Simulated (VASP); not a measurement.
# Driving VASP from ASE on LaB2Rh3, part 2 of 3

Do ASE scripts that read LaB2Rh3 from different structure formats give one answer, and do several routes find one equilibrium volume? All runs use LDA. Left out of this account: 1 further run (self-consistent run: a reference on another mesh). The start is a cell from a database of measured crystal structures.

VASP 6.6.1; LDA; plane waves and PAW (La, B, Rh_pv).

So far. Step 3 (Total energy, forces and stress (LDA, through ASE), try …): The energy lies +6.86 meV an atom from the first script, on another mesh.

## 4. Relaxing cell and atoms (LDA, through ASE)

The start need not lie at this functional's minimum. ISIF = 3 frees volume, shape and positions, and EDIFFG sets the threshold on forces and stress at which the search stops.

run.py

```python
import numpy as np
from ase.calculators.vasp import Vasp
from ase.io import read

atoms = read('LaB2Rh3.cif')

calc = Vasp(
    xc='lda',
    pp='LDA',
    prec='Accurate',
    encut=420,
    ediff=1e-06,
    nelm=100,
    ismear=-1,
    sigma=0.05,
    lreal=False,
    algo='Normal',
    nbands=38,
    lasph=True,
    lorbit=11,
    lwave=False,
    lcharg=False,
    kpar=4,
    ibrion=2,
    nsw=60,
    isif=3,
    ediffg=-0.01,
    pp_version='64',
    setups={'La': '', 'B': '', 'Rh': '_pv'},
    kpts=(7, 7, 10),
    gamma=True,
    txt='vasp.out',
)
atoms.calc = calc

print("energy (eV):", round(atoms.get_potential_energy(), 6))
print("Fermi level (eV):", round(calc.get_fermi_level(), 4))
print("forces (eV/A):")
print(np.round(atoms.get_forces(), 4))
print("stress (GPa, Voigt, tension positive):", np.round(atoms.get_stress() * 160.21766, 3))
print("cell (A, degrees):", np.round(atoms.cell.cellpar(), 4))
print("volume (A^3):", round(atoms.get_volume(), 4))
print("positions:")
print(np.round(atoms.get_scaled_positions(), 5))
```

LaB2Rh3.cif

```cif
data_LaB2Rh3
_cell_length_a 5.48300000
_cell_length_b 5.48300000
_cell_length_c 3.14100000
_cell_angle_alpha 90.00000000
_cell_angle_beta 90.00000000
_cell_angle_gamma 120.00000000
_space_group_name_H-M_alt 'P1'
_space_group_name_Hall 'P 1'
_space_group_IT_number 1
loop_
_space_group_symop_operation_xyz
'x,y,z'
loop_
_atom_site_label
_atom_site_type_symbol
_atom_site_symmetry_multiplicity
_atom_site_Wyckoff_symbol
_atom_site_fract_x
_atom_site_fract_y
_atom_site_fract_z
_atom_site_occupancy
La1 La 1 a 0.0000000000 0.0000000000 0.0000000000 1
B1 B 1 a 0.3333333333 0.6666666667 0.0000000000 1
B2 B 1 a 0.6666666667 0.3333333333 0.0000000000 1
Rh1 Rh 1 a 0.5000000000 0.0000000000 0.5000000000 1
Rh2 Rh 1 a 0.5000000000 0.5000000000 0.5000000000 1
Rh3 Rh 1 a 0.0000000000 0.5000000000 0.5000000000 1
```

PAW data sets: La, B and Rh_pv (LDA family, release 64).

Started as:

```bash
$ export ASE_VASP_COMMAND="mpirun -np 4 vasp_std"
$ python run.py
```

Log:

```text
energy (eV): -50.772806
Fermi level (eV): 11.361
forces (eV/A):
[[-0. -0. -0.]
 [-0.  0. -0.]
 [ 0. -0.  0.]
 [-0. -0. -0.]
 [-0. -0. -0.]
 [-0. -0. -0.]]
stress (GPa, Voigt, tension positive): [-0.047 -0.047  0.119  0.     0.     0.   ]
cell (A, degrees): [  5.4102   5.4102   3.0993  90.      90.     120.    ]
volume (A^3): 78.5643
positions:
[[0.      0.      0.     ]
 [0.33333 0.66667 0.     ]
 [0.66667 0.33333 0.     ]
 [0.5     0.      0.5    ]
 [0.5     0.5     0.5    ]
 [0.      0.5     0.5    ]]
```

Run time: 56 s. Hardware: 4 MPI ranks of Intel Xeon 6975P-C (Granite Rapids), shared host; peak memory 0.96 GiB.

The INCAR that ASE wrote:

```
ENCUT = 420.000000
SIGMA = 0.050000
EDIFF = 1.00e-06
EDIFFG = -1.00e-02
ALGO = Normal
PREC = Accurate
IBRION = 2
ISIF = 3
ISMEAR = -1
KPAR = 4
LORBIT = 11
NBANDS = 38
NELM = 100
NSW = 60
LASPH = .TRUE.
LCHARG = .FALSE.
LWAVE = .FALSE.
LREAL = .FALSE.
```

The KPOINTS that ASE wrote:

```
KPOINTS created by Atomic Simulation Environment
0
Gamma
7 7 10
0 0 0
```

VASP's own log, vasp.out:

```text
[... set-up lines as in an earlier step ...]
 entering main loop
       N       E                     dE             d eps       ncg     rms          rms(c)
DAV:   1     0.574240039118E+03    0.57424E+03   -0.29587E+04  5136   0.212E+03
DAV:   2     0.235753478923E+02   -0.55066E+03   -0.52186E+03  3788   0.486E+02
DAV:   3    -0.483141685436E+02   -0.71890E+02   -0.65947E+02  5080   0.146E+02
DAV:   4    -0.548899054988E+02   -0.65757E+01   -0.61301E+01  6728   0.432E+01
DAV:   5    -0.552064678227E+02   -0.31656E+00   -0.30540E+00  5614   0.734E+00    0.259E+01
DAV:   6    -0.541658183875E+02    0.10406E+01   -0.85592E+01  5466   0.584E+01    0.134E+01
DAV:   7    -0.508174135738E+02    0.33484E+01   -0.20353E+01  5592   0.329E+01    0.490E+00
DAV:   8    -0.507484520569E+02    0.68962E-01   -0.27012E+00  6008   0.860E+00    0.297E+00
DAV:   9    -0.506946500731E+02    0.53802E-01   -0.28573E-01  5734   0.355E+00    0.740E-01
DAV:  10    -0.506924375068E+02    0.22126E-02   -0.13873E-02  5728   0.646E-01    0.126E-01
DAV:  11    -0.506923426375E+02    0.94869E-04   -0.16376E-03  5952   0.294E-01    0.470E-02
DAV:  12    -0.506923532356E+02   -0.10598E-04   -0.12821E-04  6078   0.902E-02    0.145E-02
DAV:  13    -0.506923475802E+02    0.56554E-05   -0.30367E-05  5104   0.403E-02    0.623E-03
DAV:  14    -0.506923472760E+02    0.30414E-06   -0.35530E-06  3998   0.907E-03
   1 F= -.50692347E+02 E0= -.50682804E+02  d E =-.506923E+02
 curvature:   0.00 expect dE= 0.000E+00 dE for cont linesearch  0.000E+00
 trial: gam= 0.00000 g(F)=  0.135E-47 g(S)=  0.472E+00 ort = 0.000E+00 (trialstep = 0.100E+01)
 search vector abs. value=  0.472E+00
 bond charge predicted
       N       E                     dE             d eps       ncg     rms          rms(c)
DAV:   1    -0.656953403536E+02   -0.15003E+02   -0.25288E+02  3786   0.127E+02    0.428E+01
DAV:   2    -0.546659441799E+02    0.11029E+02   -0.12353E+02  5516   0.897E+01    0.148E+01
DAV:   3    -0.509296459619E+02    0.37363E+01   -0.19051E+01  5508   0.352E+01    0.613E+00
DAV:   4    -0.506047968874E+02    0.32485E+00   -0.19760E+00  6006   0.857E+00    0.436E+00
DAV:   5    -0.505319217266E+02    0.72875E-01   -0.41671E-01  5486   0.423E+00    0.314E+00
DAV:   6    -0.504964659823E+02    0.35456E-01   -0.29260E-01  6534   0.374E+00    0.663E-01
DAV:   7    -0.504953081945E+02    0.11578E-02   -0.41076E-02  5790   0.160E+00    0.335E-01
DAV:   8    -0.504967975279E+02   -0.14893E-02   -0.47209E-03  5804   0.467E-01    0.223E-01
DAV:   9    -0.504952220536E+02    0.15755E-02   -0.10221E-02  5918   0.728E-01    0.886E-02
DAV:  10    -0.504951381307E+02    0.83923E-04   -0.83586E-04  5498   0.188E-01    0.236E-02
DAV:  11    -0.504951323258E+02    0.58049E-05   -0.79037E-05  4876   0.407E-02    0.105E-02
DAV:  12    -0.504951313351E+02    0.99078E-06   -0.17703E-05  5312   0.344E-02    0.490E-03
DAV:  13    -0.504951309861E+02    0.34892E-06   -0.94198E-07  2906   0.904E-03
   2 F= -.50495131E+02 E0= -.50486394E+02  d E =0.197216E+00
[...]
3 F= -.50782092E+02 E0= -.50772806E+02  d E =-.897452E-01
[...]
4 F= -.50782134E+02 E0= -.50772863E+02  d E =-.897862E-01
 curvature:  -0.16 expect dE=-0.137E-04 dE for cont linesearch -0.717E-06
 ZBRENT: accuracy reached
 trial: gam= 0.00325 g(F)=  0.265E-49 g(S)=  0.848E-04 ort =-0.145E-02 (trialstep = 0.875E+00)
 search vector abs. value=  0.804E-04
 bond charge predicted
       N       E                     dE             d eps       ncg     rms          rms(c)
DAV:   1    -0.507825043827E+02   -0.37029E-03   -0.11732E-02  4244   0.911E-01    0.974E-02
DAV:   2    -0.507822803149E+02    0.22407E-03   -0.85011E-04  5722   0.308E-01    0.563E-02
DAV:   3    -0.507822171965E+02    0.63118E-04   -0.23372E-04  5514   0.109E-01    0.303E-02
DAV:   4    -0.507821919830E+02    0.25213E-04   -0.82735E-05  5780   0.655E-02    0.547E-03
DAV:   5    -0.507821922766E+02   -0.29358E-06   -0.37639E-06  3756   0.115E-02
   5 F= -.50782192E+02 E0= -.50772806E+02  d E =-.587658E-04
 trial-energy change:   -0.000059  1 .order   -0.000059   -0.000070   -0.000047
 step:   2.6482(harm=  2.6482)  dis= 0.00000  next Energy=   -50.782240 (dE=-0.106E-03)
 reached required accuracy - stopping structural energy minimisation
```

From OUTCAR (step 4):

```text
The static configuration has the point symmetry D_6h.

 Found     48 irreducible k-points:

   NELECT =      62.0000    total number of electrons

 E-fermi :  11.3610

 k-point     1 :       0.0000    0.0000    0.0000
  band No.  band energies     occupation
    ...
     27      10.1405      2.00000
     28      10.1405      2.00000
     29      10.4076      2.00000
     30      11.3979      0.64654
     31      11.3979      0.64654
     32      11.9147      0.00003
     33      12.0156      0.00000
     34      12.5033      0.00000
     35      13.4331      0.00000
     36      13.4331      0.00000
    ...

 k-point     2 :       0.1429    0.0000    0.0000
  band No.  band energies     occupation
    ...
     27       9.7323      2.00000
     28      10.0968      2.00000
     29      10.3415      2.00000
     30      10.7089      2.00000
     31      11.0811      1.99261
     32      11.8893      0.00005
     33      12.4030      0.00000
     34      13.0750      0.00000
     35      13.4454      0.00000
     36      13.4497      0.00000
    ...

  Total        0.0228843      0.0228843     -0.0585409      0.0000000     -0.0000000     -0.0000000
  in kB        0.4666836      0.4666836     -1.1938359      0.0000000     -0.0000000     -0.0000000
  external PRESSURE =      -0.0868229 kB  Pullay stress =       0.0000000 kB

  energy-cutoff  :      420.00
  volume of cell :       78.56
      direct lattice vectors                 reciprocal lattice vectors
     5.410188573 -0.000000000 -0.000000000     0.184836441  0.106715369  0.000000000
    -2.705094287  4.685360744  0.000000000     0.000000000  0.213430738  0.000000000
     0.000000000 -0.000000000  3.099343715     0.000000000 -0.000000000  0.322648952

 POSITION                                       TOTAL-FORCE (eV/Angst)
 -----------------------------------------------------------------------------------
      0.00000      0.00000      0.00000        -0.000000     -0.000000     -0.000000
     -0.00000      3.12357      0.00000        -0.000000      0.000000     -0.000000
      2.70509      1.56179     -0.00000         0.000000     -0.000000      0.000000
      0.00000      4.68536      1.54967        -0.000000     -0.000000     -0.000000
      1.35255      2.34268      1.54967        -0.000000     -0.000000     -0.000000
     -1.35255      2.34268      1.54967        -0.000000     -0.000000     -0.000000
 -----------------------------------------------------------------------------------
    total drift:                               -0.000000      0.000000     -0.000000

  FREE ENERGIE OF THE ION-ELECTRON SYSTEM (eV)
  ---------------------------------------------------
  free  energy   TOTEN  =       -50.7821922766 eV

  energy  without entropy=      -50.7634200966  energy(sigma->0) =      -50.77280619

 reached required accuracy - stopping structural energy minimisation

 total charge
# of ion       s       p       d       f       tot
--------------------------------------------------
    1        2.060   5.620   0.856   0.247   8.782
    2        0.702   1.054   0.000   0.000   1.756
    3        0.702   1.054   0.000   0.000   1.756
    4        0.429   6.354   7.259   0.000  14.042
    5        0.429   6.354   7.259   0.000  14.042
    6        0.429   6.354   7.259   0.000  14.042
--------------------------------------------------
tot          4.750  26.791  22.634   0.247  54.422

[... 7 parts as in an earlier step ...]

[... 5 further parts left out ...]
```

CONTCAR:

```
La B  Rh
   1.00000000000000
     5.4101885734150121   -0.0000000000000000   -0.0000000000000000
    -2.7050942867075047    4.6853607438416924    0.0000000000000000
     0.0000000000000000   -0.0000000000000000    3.0993437147174849
  La              B               Rh
     1     2     3
Direct
     0.0000000000000000    0.0000000000000000    0.0000000000000000
     0.3333333332999970    0.6666666667000030    0.0000000000000000
     0.6666666667000030    0.3333333332999970    0.0000000000000000
     0.5000000000000000    1.0000000000000000    0.5000000000000000
     0.5000000000000000    0.5000000000000000    0.5000000000000000
     0.0000000000000000    0.5000000000000000    0.5000000000000000
```

The run keeps the 24 symmetry operations of its start, so it cannot find a distortion of lower symmetry.

The steps of the relaxation:

| step | energy less that of the first step (eV) | largest force (eV/Å) | pressure (GPa) | volume (Å³) |
| --- | --- | --- | --- | --- |
| 1 | 0.0000 | 0.0000 | -8.66 | 81.78 |
| 2 | 0.1972 | 0.0000 | 18.76 | 73.36 |
| 3 | -0.0897 | 0.0000 | -0.22 | 78.63 |
| 4 | -0.0898 | 0.0000 | 0.02 | 78.57 |
| 5 | -0.0898 | 0.0000 | -0.01 | 78.56 |

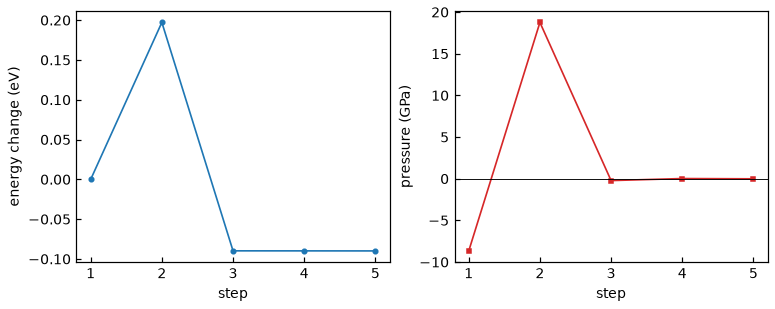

Energy and pressure along the relaxation.

```
conventional cell, symmetrised  before  after  change
                         a (Å)   5.483  5.410  -1.3 %
                         b (Å)   5.483  5.410  -1.3 %
                         c (Å)   3.141  3.099  -1.3 %
              volume (Å³/atom)   13.63  13.09  -3.9 %
```

Final coordinates:

```
La B Rh
1.0
     5.41019    0.00000    0.00000
    -2.70509    4.68536    0.00000
     0.00000    0.00000    3.09934
La B Rh
1 2 3
Cartesian
  0.0000 0.0000 0.0000
  0.0000 3.1236 0.0000
  2.7051 1.5618 0.0000
  2.7051 0.0000 1.5497
  1.3525 2.3427 1.5497
  -1.3525 2.3427 1.5497
```

Numbers from this step:

```
irreducible k-points            : 48
free energy (TOTEN)             : -50.7822 eV
energy at zero smearing         : -50.7728 eV
Fermi energy                    : 11.36 eV
pressure                        : -0.008682 GPa
SCF cycles over all ionic steps : 49
```

It ends with forces that vanish by symmetry and a pressure of -0.01 GPa.

## 5. Equation of state by an ASE loop (LDA)

An ASE loop scales the volume and fits the energies, which gives the bulk modulus from energies alone.

run.py

```python
import numpy as np
from ase.calculators.vasp import Vasp
from ase.io import read
from ase.eos import EquationOfState
from ase.units import GPa

atoms = read('LaB2Rh3.cif')

calc = Vasp(
    xc='lda',
    pp='LDA',
    prec='Accurate',
    encut=420,
    ediff=1e-06,
    nelm=100,
    ismear=-1,
    sigma=0.05,
    lreal=False,
    algo='Normal',
    nbands=38,
    lasph=True,
    lorbit=11,
    lwave=False,
    lcharg=False,
    kpar=4,
    isif=2,
    pp_version='64',
    setups={'La': '', 'B': '', 'Rh': '_pv'},
    kpts=(7, 7, 10),
    gamma=True,
    txt='vasp.out',
)
atoms.calc = calc

cell, volumes, energies = atoms.get_cell(), [], []
for x in [0.94, 0.96, 0.98, 1.0, 1.02, 1.04, 1.06]:
    atoms.set_cell(cell * x ** (1 / 3), scale_atoms=True)
    volumes.append(atoms.get_volume())
    energies.append(atoms.get_potential_energy())
    print(f"{x:.2f}  V = {volumes[-1]:.4f} A^3  E = {energies[-1]:.6f} eV")
v0, e0, b0 = EquationOfState(volumes, energies, eos="birchmurnaghan").fit()
print(f"V0 = {v0:.4f} A^3  E0 = {e0:.6f} eV  B0 = {b0 / GPa:.2f} GPa")
```

LaB2Rh3.cif is that of step 4.

Log:

```text
0.94  V = 76.8711 A^3  E = -50.734619 eV
0.96  V = 78.5066 A^3  E = -50.765221 eV
0.98  V = 80.1422 A^3  E = -50.746154 eV
1.00  V = 81.7777 A^3  E = -50.682804 eV
1.02  V = 83.4133 A^3  E = -50.580102 eV
1.04  V = 85.0488 A^3  E = -50.442022 eV
1.06  V = 86.6844 A^3  E = -50.272776 eV
V0 = 78.6663 A^3  E0 = -50.765455 eV  B0 = 231.13 GPa
```

The job ended after 2 min (4 MPI ranks; peak memory 0.95 GiB).

The INCAR that ASE wrote:

```
ENCUT = 420.000000
SIGMA = 0.050000
EDIFF = 1.00e-06
ALGO = Normal
PREC = Accurate
ISIF = 2
ISMEAR = -1
KPAR = 4
LORBIT = 11
NBANDS = 38
NELM = 100
LASPH = .TRUE.
LCHARG = .FALSE.
LWAVE = .FALSE.
LREAL = .FALSE.
```

The KPOINTS that ASE wrote:

```
KPOINTS created by Atomic Simulation Environment
0
Gamma
7 7 10
0 0 0
```

VASP's own log, vasp.out (the last of its runs):

```text
[banner, memory and clock lines left out]
running    4 mpi-ranks, on    1 nodes
 distrk:  each k-point on    1 cores,    4 groups
 distr:  one band on    1 cores,    1 groups

 POSCAR found type information on POSCAR LaB Rh
 POSCAR found :  3 types and       6 ions
 LDA part: xc-table for (Slater(with rela. corr.)+CA(PZ))
 , standard interpolation
 POSCAR, INCAR and KPOINTS ok, starting setup
 FFT: planning ... GRIDC
 FFT: planning ... GRID_SOFT
 FFT: planning ... GRID
 WAVECAR not read
 WARNING: random wavefunctions but no delay for mixing, default for NELMDL
 entering main loop
       N       E                     dE             d eps       ncg     rms          rms(c)
DAV:   1     0.574827276291E+03    0.57483E+03   -0.29498E+04  5064   0.208E+03
DAV:   2     0.229913932052E+02   -0.55184E+03   -0.52380E+03  3800   0.487E+02
DAV:   3    -0.472046310737E+02   -0.70196E+02   -0.63888E+02  5068   0.144E+02
DAV:   4    -0.540640063987E+02   -0.68594E+01   -0.63894E+01  6748   0.427E+01
DAV:   5    -0.544313697620E+02   -0.36736E+00   -0.34825E+00  5534   0.749E+00    0.230E+01
DAV:   6    -0.538648019405E+02    0.56657E+00   -0.84057E+01  5432   0.552E+01    0.137E+01
DAV:   7    -0.503951170706E+02    0.34697E+01   -0.20523E+01  5608   0.316E+01    0.420E+00
DAV:   8    -0.503285365478E+02    0.66581E-01   -0.25037E+00  6080   0.796E+00    0.265E+00
DAV:   9    -0.502843637428E+02    0.44173E-01   -0.24031E-01  5566   0.304E+00    0.589E-01
DAV:  10    -0.502824215373E+02    0.19422E-02   -0.12060E-02  6058   0.629E-01    0.101E-01
DAV:  11    -0.502824229221E+02   -0.13848E-05   -0.10698E-03  5696   0.225E-01    0.361E-02
DAV:  12    -0.502824243445E+02   -0.14223E-05   -0.10569E-04  5858   0.667E-02    0.128E-02
DAV:  13    -0.502824228497E+02    0.14948E-05   -0.12229E-05  5460   0.246E-02    0.560E-03
DAV:  14    -0.502824225236E+02    0.32603E-06   -0.25505E-06  3750   0.731E-03
   1 F= -.50282423E+02 E0= -.50272776E+02  d E =-.192927E-01
```

OUTCAR, selected parts (step 5):

```text
   ENCUT  =  420.0 eV  30.87 Ry    5.56 a.u.   9.34  9.34  5.35*2*pi/ulx,y,z

   NELECT =      62.0000    total number of electrons

 E-fermi :   9.9033

 k-point     1 :       0.0000    0.0000    0.0000
  band No.  band energies     occupation
    ...
     27       8.8029      2.00000
     28       8.8029      2.00000
     29       9.0518      2.00000
     30       9.9069      0.96359
     31       9.9069      0.96359
     32      10.3291      0.00040
     33      10.5101      0.00001
     34      11.0878      0.00000
     35      11.8009      0.00000
     36      11.8009      0.00000
    ...

  Total      -10.2095677    -10.2095677     -9.4810002     -0.0000000      0.0000000      0.0000000
  in kB     -188.7022205   -188.7022205   -175.2361943     -0.0000000      0.0000000      0.0000000
  external PRESSURE =    -184.2135451 kB  Pullay stress =       0.0000000 kB

 POSITION                                       TOTAL-FORCE (eV/Angst)
 -----------------------------------------------------------------------------------
      0.00000      0.00000      0.00000         0.000000      0.000000      0.000000
     -0.00000      3.22770      0.00000        -0.000000      0.000000      0.000000
      2.79527      1.61385      0.00000         0.000000      0.000000      0.000000
      2.79527      0.00000      1.60130         0.000000      0.000000      0.000000
      1.39763      2.42077      1.60130         0.000000      0.000000      0.000000
     -1.39763      2.42077      1.60130         0.000000      0.000000      0.000000
 -----------------------------------------------------------------------------------
    total drift:                               -0.000000      0.000000     -0.000000

  FREE ENERGIE OF THE ION-ELECTRON SYSTEM (eV)
  ---------------------------------------------------
  free  energy   TOTEN  =       -50.2824225236 eV

  energy  without entropy=      -50.2631298366  energy(sigma->0) =      -50.27277618

[... 4 parts as in an earlier step ...]

[... 12 further parts left out ...]
```

Numbers from this step:

```
bulk modulus                  : 231.1 GPa
equilibrium volume of the fit : 13.11 Å³/atom
```

The fitted volume lies +0.13 % from the relaxed one.

(Continued in part 3 of 3.)

[Lines on the potential files, build, host, timing and source positions are cut from VASP's logs without a mark.]

[Logs are printed without paths, hosts, clocks, repeated set-up lines and the standing remarks that a program may print on its own settings, such as how far it seeks lower states.]

[Hosts, paths, dates, database ids (printed as entryN), source tags and the programs' standing remarks are cut or masked in the printed files.]

[A measured line is paired with the nearest computed mode of its activity, which favours agreement.]
